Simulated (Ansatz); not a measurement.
# BCl (SMILES [B]Cl) at CCSD(T)/def2-TZVPPD

What is the vertical ionisation energy of BCl at CCSD(T)/def2-TZVPPD? 

Program for the calculation: Ansatz 0.2.0.

40 further runs of the same task are left out: 40 set aside as unsound or not needed.

## (1) The structure to begin with

BCl has 2 atoms, charge 0, and is taken as a singlet. SMILES: `[B]Cl`. The shape is that of a PBE0-D4/def2-TZVP optimisation.

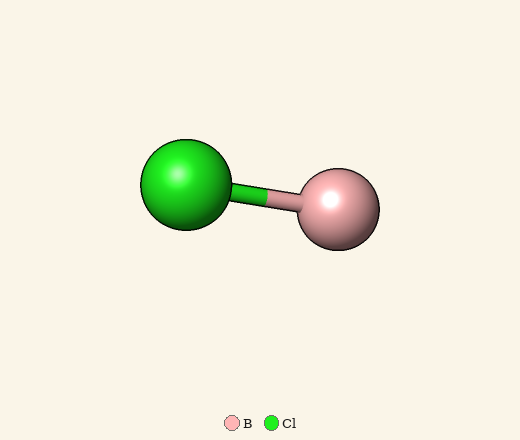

Viewed from a chosen angle; boron pink, chlorine green.

## (2) The energy at CCSD(T)/def2-TZVPPD

File input.yaml:

```yaml
crystal:
  periodic: [false, false, false]
  atoms:
    - symbol: B
      position_ang: [-0.000000, -0.000000, -0.069660]
    - symbol: Cl
      position_ang: [0.000000, 0.000000, 1.648190]
basis:
  gaussian:
    orbitals: def2-TZVPPD.json
correlation:
  method: ccsd_t
  frozen_orbitals: {B: 1, Cl: 5}
accuracy: high
scf:
  omitted_lower_state_checks: [cluster_reference, increment]
```

The basis set def2-TZVPPD is read from a file made from the Basis Set Exchange's data (not shown).

Command:

```sh
ansatz run input.yaml --threads 1 --pin off --max-ram 3480MiB --events-out events.jsonl --progress --plain --runs-dir runs
```

Standard output, cut to the lines that bear on the results:

```text
Warning: RAYON_NUM_THREADS=1 ignored (pool sized by the plan → 1); use --threads N
Functional definition: HF
  name "HF"
[...]
1174 factors; integrals over basis functions are off by at most 3.0e-9 eV
[...]
mean field -13174.35980509 eV, -484.1487929353 hartree, gradient 2.6e-8 eV, S^2 0.000000; 0 other end points of the search recorded, 0 dependent functions left out; unrestricted orbitals would lower it
6 core orbitals not correlated: weight in the atoms' cores, before any rotation towards them, 1.000 or more for the frozen orbitals, at most 0.000 for the correlated occupied ones
reference -13174.35980509 eV, -484.1487929353 hartree; 5, 5 occupied and 77, 77 virtual orbitals, 1174 factors
second order -7.10746074 eV of doubles, -0.00000000 eV of singles
cycle   1  -7.58614946 eV  change   -4.8e-1 eV  update   7.8e-2
[...]
cycle  21  -7.91911685 eV  change   1.1e-10 eV  update  6.7e-10
perturbative correction -0.38178517 eV, -0.0140303461 hartree
Total energy: -13182.66070711 eV, -484.4538454579 hartree
Checks for a lower state left out: cluster_reference, increment
```

Wall time 3.6 s (1 thread of Arm Neoverse V1, shared host); peak memory 0.37 GiB.

## (3) The doublet cation

File job.yaml:

```yaml
crystal:
  periodic: [false, false, false]
  atoms:
    - {symbol: B, position_ang: [-0.000000, -0.000000, -0.069660]}
    - {symbol: Cl, position_ang: [0.000000, 0.000000, 1.648190]}
basis:
  gaussian: {orbitals: def2-TZVPPD.json}
magnetization: {spin_polarized: true, initial_magnetization: 1}
correlation: {method: ccsd_t, frozen_orbitals: {B: 1, Cl: 5}}
total_charge: 1
accuracy: high
scf: {omitted_lower_state_checks: [cluster_reference, increment]}
```

The basis set def2-TZVPPD is read from a file made from the Basis Set Exchange's data (not shown).

Command:

```sh
ansatz run job.yaml --threads 1 --pin off --max-ram 3480MiB --events-out events.jsonl --progress --plain --runs-dir runs
```

Standard output, cut to the lines that bear on the results:

```text
Warning: RAYON_NUM_THREADS=1 ignored (pool sized by the plan → 1); use --threads N
Functional definition: HF
  name "HF"
[...]
1174 factors; integrals over basis functions are off by at most 3.0e-9 eV
[...]
mean field -13165.36025502 eV, -483.8180655704 hartree, gradient 2.9e-8 eV, S^2 0.760363; 0 other end points of the search recorded, 0 dependent functions left out
6 core orbitals not correlated: weight in the atoms' cores, before any rotation towards them, 1.000 or more for the frozen orbitals, at most 0.000 for the correlated occupied ones
reference -13165.36025502 eV, -483.8180655704 hartree; 5, 4 occupied and 77, 78 virtual orbitals, 1174 factors
second order -6.25453256 eV of doubles, -0.00000000 eV of singles
cycle   1  -6.55416956 eV  change   -3.0e-1 eV  update   7.7e-2
[...]
cycle  24  -6.81866422 eV  change   2.4e-10 eV  update  8.5e-10
perturbative correction -0.37833329 eV, -0.0139034919 hartree
Total energy: -13172.55725254 eV, -484.0825503507 hartree
Checks for a lower state left out: cluster_reference, increment
```

Wall time 9 s (1 thread of Arm Neoverse V1, shared host); peak memory 0.59 GiB.

## (4) What came out

Level: CCSD(T)/def2-TZVPPD, 6 core orbitals frozen.

| quantity | value |
| --- | --- |
| singlet BCl: total energy | -484.45385 Eh |
| singlet BCl: correlation energy (6 core orbitals frozen) | -305.1 mEh |
| singlet BCl: (T) correction | -14.03 mEh |
| singlet BCl: T1 diagnostic | 0.016 |
| doublet cation: total energy | -484.08255 Eh |
| doublet cation: correlation energy (6 core orbitals frozen) | -264.5 mEh |
| doublet cation: (T) correction | -13.90 mEh |
| doublet cation: ⟨S²⟩ of the reference determinant | 0.760 |
| doublet cation: T1 diagnostic | 0.024 |
| vertical ionisation energy (to the doublet cation) | 10.103 eV |

The vertical ionisation energy comes to 10.10 eV (233 kcal/mol). The restricted solution (singlet BCl) is unstable to spin breaking: an unrestricted one lies lower. The triples (singlet BCl) make up 4.6 % of the correlation energy. The triples (doublet cation) make up 5.3 % of the correlation energy.
